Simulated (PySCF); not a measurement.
## Atomic calculation for Kr⁺

System: Kr⁺, configuration 1s2 2s2 2p6 3s2 3p6 3d10 4s1 4p6, multiplicity 2.
Method: unrestricted PW91, ANO-R3, spin-free X2C-1e, Gaussian nucleus (PySCF).

### The input
```python
from pyscf import gto, scf, dft, mp, cc
import basis_set_exchange as bse
mol = gto.M(atom="Kr 0 0 0", charge=1, spin=1, symmetry="D2h",
            basis=gto.basis.parse(bse.get_basis("ANO-R3", elements=["Kr"], fmt="nwchem")),
            nucmod="G")
mf = dft.UKS(mol, xc="PW91,PW91").sfx2c1e()
mf.irrep_nelec = {'Ag': (6, 5), 'B1g': (1, 1), 'B2g': (1, 1), 'B3g': (1, 1), 'B1u': (3, 3), 'B2u': (3, 3), 'B3u': (3, 3)}
mf.kernel()
```

The script is an equivalent of what the driver set up; the driver started from orbitals of its own, so the log can be shorter than this script's would be, and it computed the properties (radii, ⟨L²⟩, response) afterwards. It held the occupations shell by shell, which the script's counts by irreducible representation don't always enforce.

### Output (extracts)
```
damping factor = 0
level_shift factor = 0
DIIS = <class 'pyscf.scf.diis.CDIIS'>
diis_start_cycle = 1
diis_space = 10
diis_damp = 0
SCF conv_tol = 1e-09
SCF conv_tol_grad = None
number electrons alpha = 18  beta = 17
XC functionals = PW91,PW91
    J. P. Perdew. In P. Ziesche and H. Eschrig, editors, Proceedings of the 75. WE-Heraeus-Seminar and 21st Annual International Symposium on Electronic Structure of Solids, 11. Berlin, 1991. Akademie Verlag.
    J. P. Perdew, J. A. Chevary, S. H. Vosko, K. A. Jackson, M. R. Pederson, D. J. Singh, and C. Fiolhais.,  Phys. Rev. B 46, 6671 (1992)
    J. P. Perdew, J. A. Chevary, S. H. Vosko, K. A. Jackson, M. R. Pederson, D. J. Singh, and C. Fiolhais.,  Phys. Rev. B 48, 4978 (1993)
    J. P. Perdew. In P. Ziesche and H. Eschrig, editors, Proceedings of the 75. WE-Heraeus-Seminar and 21st Annual International Symposium on Electronic Structure of Solids, 11. Berlin, 1991. Akademie Verlag.
    J. P. Perdew, J. A. Chevary, S. H. Vosko, K. A. Jackson, M. R. Pederson, D. J. Singh, and C. Fiolhais.,  Phys. Rev. B 46, 6671 (1992)
    J. P. Perdew, J. A. Chevary, S. H. Vosko, K. A. Jackson, M. R. Pederson, D. J. Singh, and C. Fiolhais.,  Phys. Rev. B 48, 4978 (1993)
cycle= 1 E= -2789.2686232258  delta_E= -0.0222  |g|= 0.0475  |ddm|= 0.125
cycle= 2 E= -2789.26897453673  delta_E= -0.000351  |g|= 0.0294  |ddm|= 0.0328
cycle= 3 E= -2789.26906421689  delta_E= -8.97e-05  |g|= 0.0019  |ddm|= 0.00831
cycle= 4 E= -2789.26906494215  delta_E= -7.25e-07  |g|= 0.00149  |ddm|= 0.00183
cycle= 5 E= -2789.26906532461  delta_E= -3.82e-07  |g|= 8.76e-05  |ddm|= 0.000621
cycle= 6 E= -2789.26906532584  delta_E= -1.23e-09  |g|= 2.39e-06  |ddm|= 3.9e-05
cycle= 7 E= -2789.26906532584  delta_E= -2.27e-12  |g|= 4.74e-08  |ddm|= 8.48e-07
converged SCF energy = -2789.26906532584  <S^2> = 0.75101978  2S+1 = 2.0010195
```

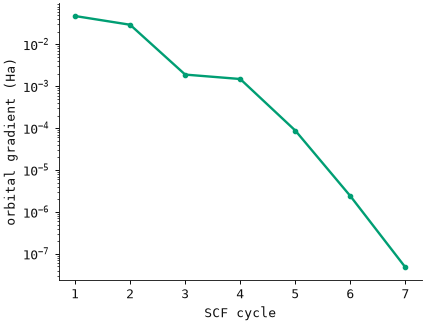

*Convergence: orbital gradient against the SCF cycle.*

The residual falls at every step. It goes from 0.048 to 4.7×10⁻⁸ in 7 steps.

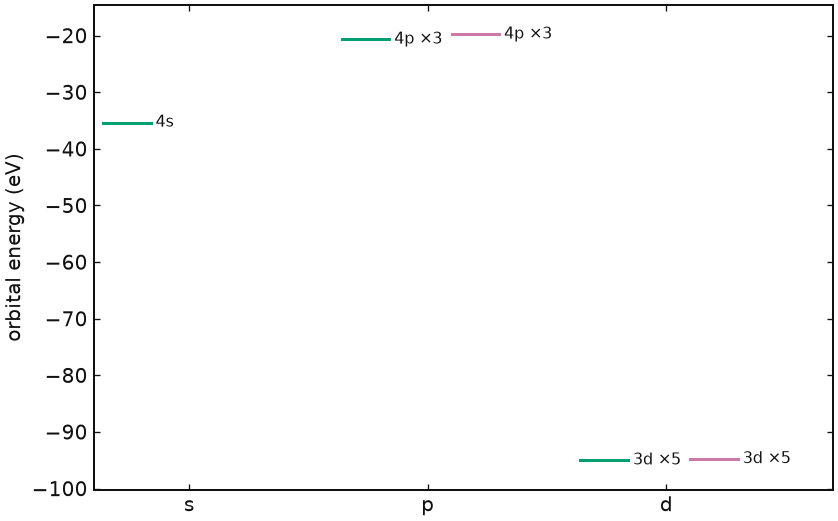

*Orbital energies of the mean field, from the top down to −95.0 eV, by angular momentum, α spin at the left of each column and β at the right; ×n counts the orbitals under one label. Empty levels that the record names by l alone aren't drawn.*

The highest filled orbital is 4p β at −19.8 eV, the lowest empty one s β at −34.3 eV.

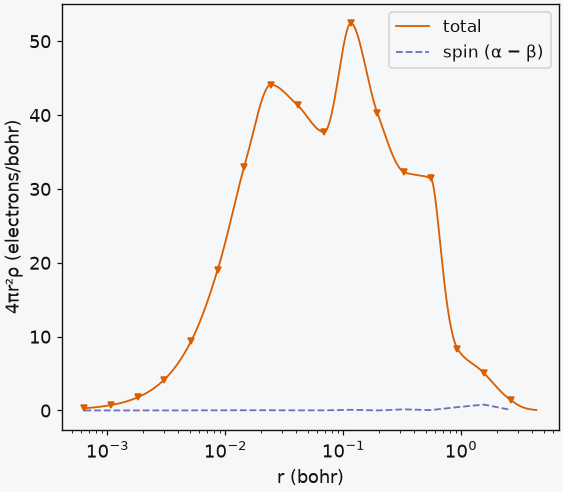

*Spherically averaged radial density 4πr²ρ of the mean field and its spin part; markers are the stored points, which are sparse, and the line is a monotone interpolation between them.*

The largest stored value is 52.4 electrons/bohr at r = 0.12 bohr. Root-mean-square radii of the shells: 2s 0.199, 3s 0.569, 3p 0.585, 3d 0.616, 4s 1.63, 4p 1.95 bohr.

### Summary

- outcome: converged
- total energy: −2789.2691 hartree
- ⟨S²⟩: 0.751
- SCF iterations: 7
- hardware: 1 CPU thread, shared host
- CPU time: 4.6 s (integrals apart)

### Notes

The driver held the occupations shell by shell, and empty s levels lie below the filled 4p. This is not the ground configuration of the species.
